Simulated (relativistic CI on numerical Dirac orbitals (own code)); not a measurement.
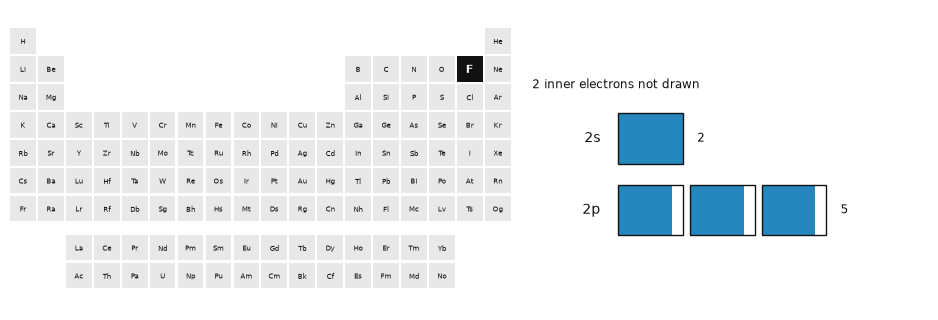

**Figure 1.** Left, the place of fluorine in the periodic table; right, the outer shells of the leading configuration of the lowest level: a box for each of the 2l + 1 orbitals, shaded by the share of the shell that is filled, with the electron count at the right.

# F: relativistic CI calculation

System: F.
Method: Dirac-Coulomb-Breit CI, KLI orbitals optimised for each configuration, model QED (radiative potential, 1s self-energy scaled to tabulated hydrogen-like ionisation energies), valence Slater integrals scaled by 0.9, P86 correlation energy added to each configuration (relativistic CI on numerical Dirac orbitals, in-house).

### Results in brief

```tsv
quantity	value
outcome	converged
lowest level	2s² 2p⁵ ²P°₃/₂
first excited level	2s² 2p⁵ ²P°₁/₂, 392 cm⁻¹
levels computed	37
SCF iterations	68
hardware	1 CPU thread, shared host
wall time	0.62 s
```

### Remarks

To bear in mind: near-neutral ion: configurations can be misplaced by up to about 10000 cm⁻¹, over 20000 where the f count changes; rates and lifetimes follow the computed energies and can be off by orders of magnitude; term splittings are 10 to 25 % too wide when unscaled.

### Input file
```
atom F  Z=9  charge=0  electrons=9
nucleus A=19  rms_radius_fm=2.8976
hamiltonian dirac-coulomb  breit=on  qed=on  c_scale=1
orbitals kli  potential=per-configuration
slater_scale 0.9
correlation p86
mixing on
configurations
  [He] 2s2 2p5
  [He] 2s 2p6
  [He] 2s2 2p4 3s
  [He] 2p6 3s
  [He] 2s2 2p4 3p
  [He] 2p6 3p
  [He] 2p6 3d
end
```

The run was one of a batch that the task file lists, launched with:
```bash
python <driver script> task.json out
```

The program writes its results to a structured record and prints no log; tables and figures of this report are taken from that record.

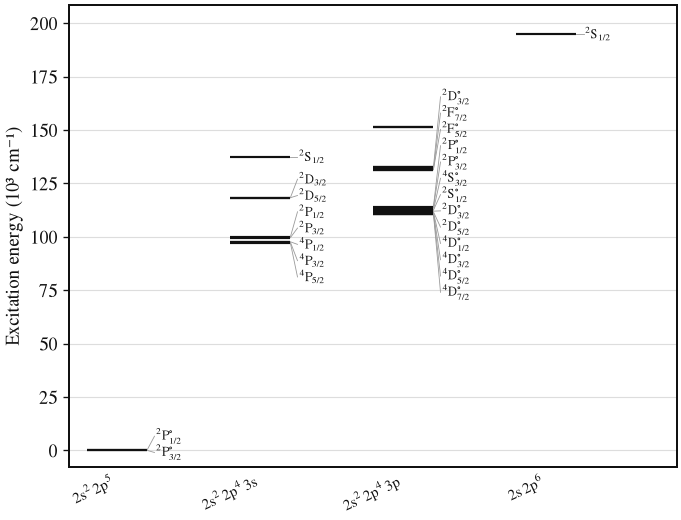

**Figure 2.** Level diagram of the F atom. The lowest level is 2s² 2p⁵ ²P°₃/₂. The first excited level, 2s² 2p⁵ ²P°₁/₂, lies at 392 cm⁻¹. The lowest level of opposite parity, 2s² 2p⁴ 3s ⁴P₅/₂, is at 97,200 cm⁻¹. The levels are close to LS coupling (mean leading weight 98 % in LS and 59 % in jj).

```csv
Configuration,Level,E (cm⁻¹),LS purity (%)
2s² 2p⁵,²P°₃/₂,0,100
2s² 2p⁵,²P°₁/₂,392,100
2s² 2p⁴ 3s,⁴P₅/₂,"97,240",100
2s² 2p⁴ 3s,⁴P₃/₂,"97,510",100
2s² 2p⁴ 3s,⁴P₁/₂,"97,670",100
2s² 2p⁴ 3s,²P₃/₂,"99,580",100
2s² 2p⁴ 3s,²P₁/₂,"99,900",100
2s² 2p⁴ 3p,⁴P°₅/₂,"110,500",98
2s² 2p⁴ 3p,⁴P°₃/₂,"110,600",97
2s² 2p⁴ 3p,⁴P°₁/₂,"110,700",99
2s² 2p⁴ 3p,⁴D°₇/₂,"111,200",100
2s² 2p⁴ 3p,⁴D°₅/₂,"111,300",90
2s² 2p⁴ 3p,⁴D°₃/₂,"111,500",96
2s² 2p⁴ 3p,⁴D°₁/₂,"111,600",99
2s² 2p⁴ 3p,²D°₅/₂,"111,800",91
2s² 2p⁴ 3p,²D°₃/₂,"112,000",97
2s² 2p⁴ 3p,²S°₁/₂,"112,400",98
2s² 2p⁴ 3p,⁴S°₃/₂,"112,400",99
```
